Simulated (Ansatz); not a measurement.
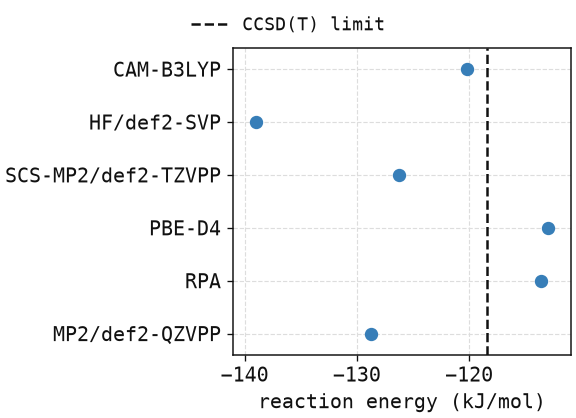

Electronic reaction energy of B₂NH₄F (NBBF) + HCl (Cl) → BNH₃Cl (NBCl) + BH₂F (BF) (SMILES in brackets) at several levels (functionals in def2-TZVPP unless a basis is named), isolated molecules at PBE0-D4 triple-zeta geometries, minima by their frequencies, no zero-point or thermal terms, the Ansatz code. The line is frozen-core CCSD(T) at the basis limit (MP2 extrapolated from triple and quadruple zeta, plus CCSD(T) less MP2 in a smaller set). RPA holds a correlation term that converges slowly with the basis, so part of the distance to the limit is basis error. No dispersion term is added to CAM-B3LYP. The distance of HF/def2-SVP, SCS-MP2/def2-TZVPP and MP2/def2-QZVPP to the limit includes basis error.

### Which level comes closest to the line (CCSD(T) limit), and which misses most?

Closest CAM-B3LYP (−120.2 kJ/mol), against −118.4 kJ/mol; farthest HF/def2-SVP (−139.0 kJ/mol).

### Give the values.

```
             level  kJ/mol  less CCSD(T) limit
         CAM-B3LYP  −120.2                −1.8
       HF/def2-SVP  −139.0               −20.6
SCS-MP2/def2-TZVPP  −126.2                −7.9
            PBE-D4  −113.0                 5.4
               RPA  −113.6                 4.8
    MP2/def2-QZVPP  −128.8               −10.4
     CCSD(T) limit  −118.4                 0.0
```

Known limits of this run: one conformer of each flexible molecule.
